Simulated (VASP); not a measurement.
Band structure of AgBr (space group Fm-3m). All values below come from PBE GGA, VASP's PBE PAW potentials (set 64) (plane waves; VASP).

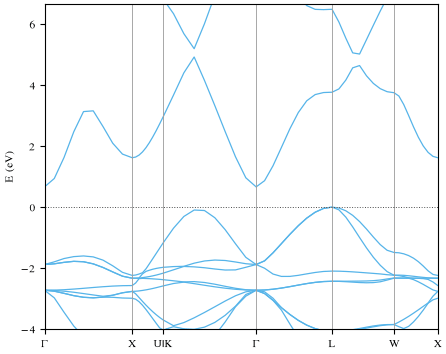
*Bands along high-symmetry lines, zero at the valence-band maximum or, without a gap, the Fermi level*

Read the plot: is there a gap, and where are the band edges?

The gap is indirect, 0.66 eV, from the valence maximum at L to the conduction minimum at Γ.

The structure is a typed AgBr crystal (Fm-3m). The cell was not relaxed at this level.
